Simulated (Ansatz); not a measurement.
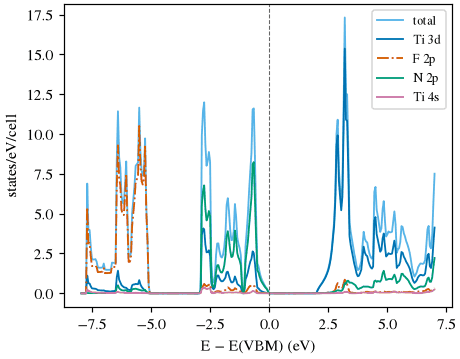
Total and projected density of states of TiNF in space group I4_1md (No. 109; Ti on 4a, N on 4a, F on 4a), DFT-r²SCAN in the program Ansatz with PAW potentials

Task: Which orbitals carry the states next to the gap?

Result: Top 1 eV of the valence band: N 2p 70 %, Ti 3d 23 %. Bottom 1 eV of the conduction band: Ti 3d 93 %. Projections are on Löwdin-orthogonalised atomic valence shells; empty p or d shells of many metals are not among them.

Task: Where is the tallest occupied peak in this window, and what makes it?

Result: Near -2.8 eV, about 12 states/eV per cell; the largest projected share is N 2p.

The first step of the workflow began from a Materials Project structure, measured or hypothetical; the Crystallography Open Database copy checked does not list it. Whether it is the stable phase at ambient conditions was not checked. The r²SCAN relaxation kept the symmetry of its start; its stability against distortions is not shown here. The run is not spin-polarised.

Potentials: the later of the program's two PAW sets.
